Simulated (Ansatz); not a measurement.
P (black-P type, space group Cmce)

```xyz
4
Lattice="1.6511 -5.3454 0.0000 1.6511 5.3454 0.0000 0.0000 0.0000 4.4667" Properties=species:S:1:pos:R:3 pbc="T T T"
P      1.6511     1.0592     2.6134
P      1.6511    -1.0592     1.8532
P      1.6511    -4.2862     4.0865
P      1.6511     4.2862     0.3801
```

The volume is varied about the relaxed value V₀ at fixed cell shape. The atoms relax within the cell's symmetry.

Calculation: r2SCAN+rVV10 (plane waves to 500 eV, PAW, scalar-relativistic; Ansatz, a program for electronic structure). k mesh 10×10×8 (Γ-centred), Fermi-Dirac smearing 0.05 eV. E stands for the smeared free energy. With the shape held, the modulus is that of even scaling; a crystal free to change shape is softer. P was relaxed with its symmetry unable to fall. The zero of ΔE is the relaxed starting cell.

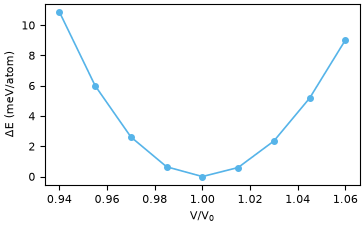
Fig. 1. ΔE (meV/atom) against V/V₀; computed points joined by lines.

Question: What is ΔE at V/V₀ = 0.940?

Answer: About 11 meV/atom.

Question: What is ΔE at V/V₀ = 1.060?

Answer: About 9 meV/atom.

Question: What bulk modulus at fixed cell shape B₀ follows from a third-order Birch-Murnaghan fit?

Answer: About 45 GPa.

(A scan under strain: stresses follow from slopes of the energy per volume, elastic moduli from its curvatures.)
